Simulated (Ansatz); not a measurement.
```xyz
4

C    -0.1454    0.0604    0.2535
F    -0.1525   -0.3778    1.4822
S     0.9640   -0.4054   -0.9577
Si   -0.8579    1.0955   -1.0060
```

Geometry: PBE0-D3(BJ)/def2-SVP.

All numbers below come from Ansatz 0.2.0, isolated molecule in a Gaussian basis; Kohn-Sham density functional theory, functional PBE0.

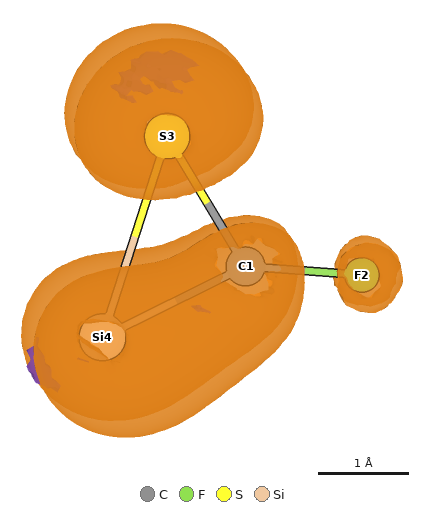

CFSSi (SMILES FC1=[Si]S1) (doublet). Isosurfaces of the spin density at +0.015 (orange) and −0.015 e/Å³ (purple), seen across its widest extent.

Which atoms carry the spin?

The unpaired spin (1 electron) lies mostly on S3 (about 0.4), Si4 (about 0.3) and C1 (about 0.2), in electrons by Hirshfeld's partition.
